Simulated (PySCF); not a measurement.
C₁₀H₉NSe, SMILES c1cncc(Cc2ccc[se]2)c1, GFN2-xTB optimised geometry. Atoms within 1.6 Å of the plane z = 0.0 Å (x, y, z in Å): C1 (-1.12, -1.21, 0.00), C2 (-1.78, 0.01, 0.00), N3 (-1.14, 1.17, 0.01), C4 (0.18, 1.17, 0.01), C5 (0.94, 0.00, 0.00), C6 (2.45, 0.05, 0.05), C7 (2.90, -0.20, 1.46), C12 (0.26, -1.21, 0.00), H13 (-1.68, -2.13, 0.00), H14 (-2.86, 0.07, 0.01), H15 (0.65, 2.14, 0.01), H16 (2.86, -0.72, -0.61), H17 (2.80, 1.02, -0.28), H21 (0.82, -2.14, 0.00).

Method: PBE0/def2-SVP run with PySCF. Cells within 0.4 Å of a nucleus heavier than hydrogen are left out (blank, or x).

Map of the Laplacian of the electron density (e/bohr⁵), clipped to [-1.50, 1.50] on the plane z = 0.0 Å:

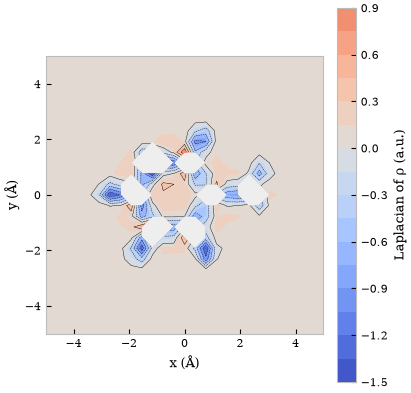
*Laplacian of the electron density (e/bohr⁵), clipped to [-1.50, 1.50] on the plane z = 0.0 Å.*
